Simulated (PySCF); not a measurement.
SMILES N[SiH2]S (H5NSSi) at its PBE0/def2-SVP optimised geometry (Å):

```
8

N      0.9768    -0.8058     0.0000
Si    -0.7432    -0.8058     0.0000
S     -1.5230     1.1966     0.0000
H      1.5230    -0.3764     0.7369
H      1.4967    -1.5116    -0.5067
H     -1.4195    -1.3878     1.2008
H     -1.1332    -1.5885    -1.2099
H     -0.8166     1.5885    -1.0837
```

Level of theory: PBE0/def2-TZVP run with PySCF.

Map of the deformation density (molecule minus spherical neutral atoms) (e/bohr³) on the plane z = 1.0 Å:

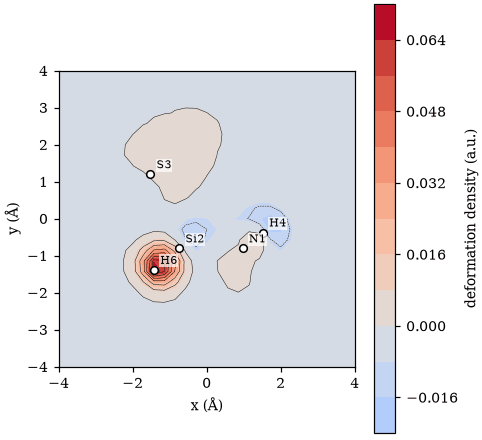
Fig. 1. Deformation density (molecule minus spherical neutral atoms) (e/bohr³) on the plane z = 1.0 Å.
